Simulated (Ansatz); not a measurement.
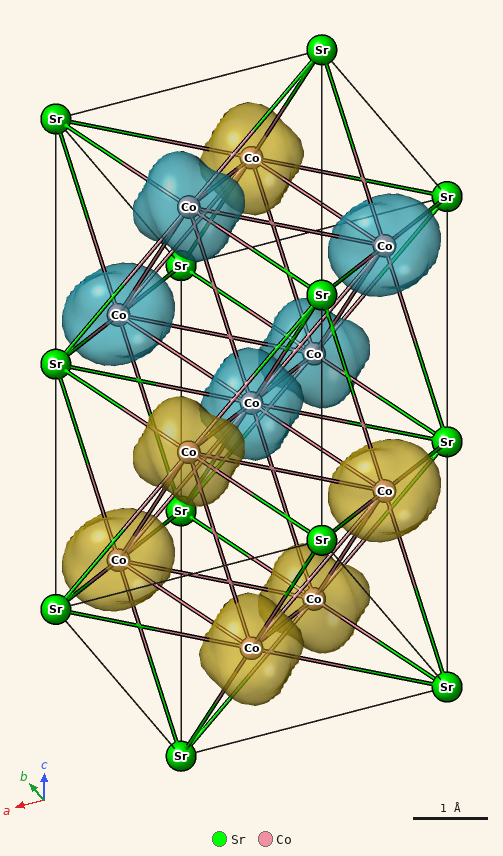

The picture shows: SrCo$_{3}$. Isosurfaces of the magnetisation density (up minus down) at +0.2 (yellow) and −0.2 e/Å³ (cyan), seen at an oblique angle. Sticks mark near contacts.

Space group Pm-3m; started from the AuCu3 prototype, which need not be the ambient phase; not relaxed (largest force 0.6 eV/Å); the SCF solution may not be the lowest one; the program warned that another magnetic order may lie lower; spin-polarised.

Method: Ansatz, DFT PBE, scalar-relativistic, plane waves, PAW.

Core electrons are frozen (PAW), and the valence fields are smoothed inside the atomic spheres.

Which atoms carry the moments, and with what signs?

The spin density sits on Co: +1.5 μB (×2), +1.3 μB, −1.3 μB and −1.5 μB (×2) in one cell of 8 atoms: antiferromagnetic in this solution, which needn't be the ground state, with some nearest magnetic neighbours parallel and some opposed. The cell of the calculation (8 atoms) carries 0.0 μB of net spin moment.
